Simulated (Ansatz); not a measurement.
A series of calculations on BH$_{4}$Cl

### Relaxation

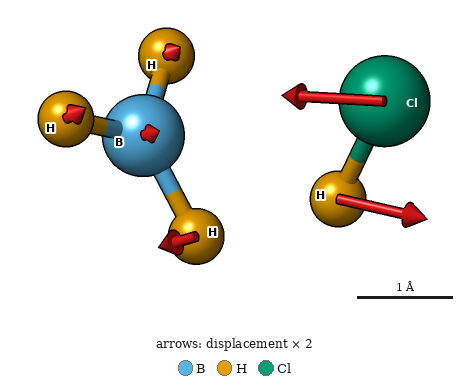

This is a relaxation of BH$_{4}$Cl. The starting structure is drawn; red arrows show the displacements, magnified 2 times. The two geometries are superimposed by the best rigid fit.

The picture is a ball-and-stick view, seen at a tilt.

The run prepares an end point of a later path (reaction) calculation, from a guessed geometry.

Method: Ansatz 0.2.0, RKS PBE0/def2-SVPD.

Input file:
```yaml
crystal:
  periodic: [false, false, false]
  atoms:
    - { symbol: B, position_ang: [-0.001549, 0.25721, -0.018792] }
    - { symbol: H, position_ang: [0.002952, 0.392227, 1.174083] }
    - { symbol: H, position_ang: [1.044803, 0.264589, -0.608134] }
    - { symbol: H, position_ang: [-1.053933, 0.164423, -0.589538] }
    - { symbol: Cl, position_ang: [0.086781, -2.597921, 1.069612] }
    - { symbol: H, position_ang: [0.049846, -1.404228, 1.662468] }
basis:
  gaussian: { orbitals: def2-SVPD }
hamiltonian:
  xc: pbe0
relax:
  f_tol: 0.03
  max_steps: 50
```

Command:
```bash
ansatz run input.yaml --threads 2 --pin off --max-ram 3072MiB --backend cpu --events-out ev --progress --plain --runs-dir out
```

### What did the optimiser do to the structure, and how much energy did it gain?

After 7 geometry steps the energy has fallen by 16.8 kJ/mol. Largest force component: 0.98 eV/Å at the start, 0.021 eV/Å at the end. Cl5 moves most after the best rigid fit: 0.63 Å. Largest moves by element: Cl 0.63 Å, H 0.54 Å, B 0.11 Å. Among the contacts that change: B1–Cl5 3.057 → 2.334 Å, Cl5–H6 1.333 → 1.290 Å, B1–H2 1.201 → 1.209 Å. Among the angles between lasting bonds that change: H3–B1–H4 122.1° → 119.4°.

### Relaxation

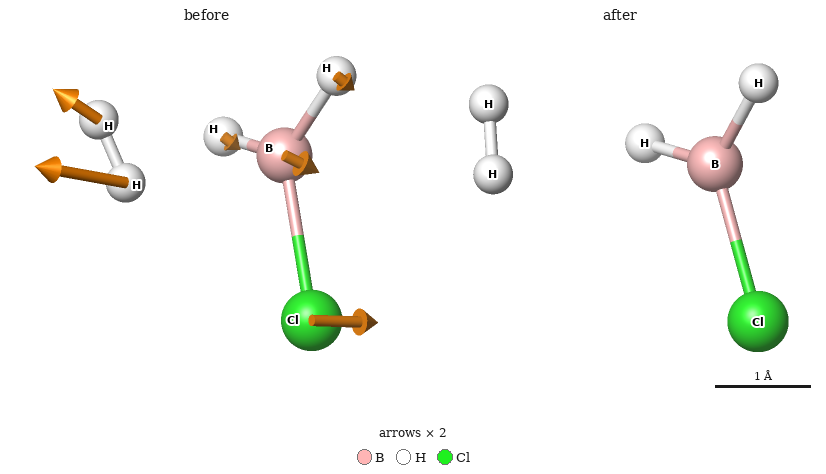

The structure of BH4Cl before (left) and after (right) a relaxation, at one scale. The orange arrows give the displacements, 2 times their true length.

A ball-and-stick model, seen at a tilt.

The run prepares an end point of a later path (reaction) calculation, from a guessed geometry.

Level of theory: Ansatz 0.2.0, RKS PBE0/def2-SVPD. Settings: no spin polarisation; force threshold 0.03 eV/Å; at most 50 steps.

> Summarise the run.

The atom that moves furthest after the best rigid fit is an H atom (0.58 Å). Largest moves by element: H 0.58 Å, Cl 0.43 Å, B 0.23 Å. Among the contacts that change: B–Cl 1.820 → 1.746 Å, H–H 0.720 → 0.761 Å. After 6 geometry steps the energy has fallen by 0.148 eV. Largest force component: 1.8 eV/Å at the start, 0.011 eV/Å at the end.

### Path

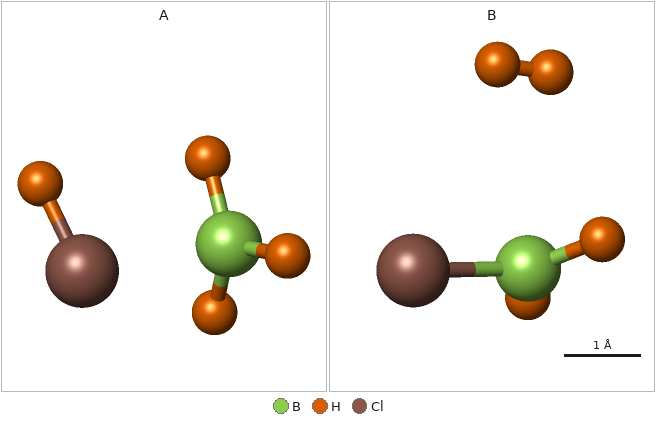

The two relaxed end points of a path for BH₄Cl, made up at the start of BH₃ and HCl. Style: ball-and-stick. Shown at a tilt.

Method: Ansatz 0.2.0, RKS PBE0/def2-SVPD.

Settings: 7 movable images; climbing image; force threshold 0.05 eV/Å; iteration limit 60.

Start:
```xyz
6

B    -0.0004    0.1453    0.0025
H    -0.0115    0.6532    1.0999
H     1.0399    0.1053   -0.6065
H    -1.0421    0.0366   -0.5957
Cl    0.0775   -2.0598    0.7624
H     0.0655   -1.8043    2.0271
```

End:
```xyz
6

B     0.0213   -0.5847   -0.4858
H     0.0201    0.3896    2.2470
H     1.0553    0.0249   -0.5084
H    -1.0632   -0.0700   -0.4954
Cl    0.0994   -2.3285   -0.4674
H    -0.0041   -0.3551    2.3997
```

What barrier does the band find between them, and by what path?

The highest point, image 3, lies 22.7 kJ/mol above the start and 82.4 kJ/mol above the end; the end is at −59.7 kJ/mol relative to the start. Breaking: B1–H2 (1.21 → 1.26 at the top → 2.90 Å), Cl5–H6 (1.29 → 1.43 at the top → 3.48 Å). Forming: B1–Cl5 (2.33 → 2.18 at the top → 1.75 Å), H2–H6 (2.63 → 1.24 at the top → 0.76 Å). The band converged in 10 iterations, with a climbing image at the top. At the top, the vibrational analysis gives one imaginary mode (527i cm⁻¹), as a transition state must have.

Energies of the converged images:

```
image  path (Å)  E (kJ/mol)
    0      0.00         0.0
    1      0.42         5.8
    2      0.85        13.9
    3      1.27        22.7
    4      1.73       -16.8
    5      2.19       -47.0
    6      2.64       -53.9
    7      3.10       -58.5
    8      3.56       -59.7
```

The geometry at the top of the path:

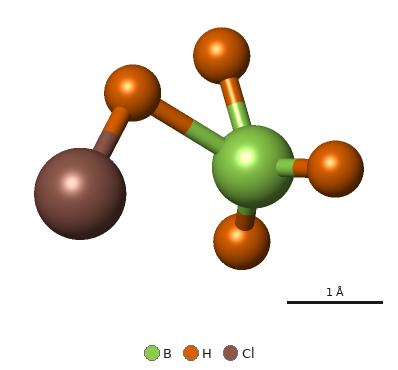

The run took 98 s on 2 threads of Arm Neoverse N1, on a shared host, peak memory 0.15 GiB.
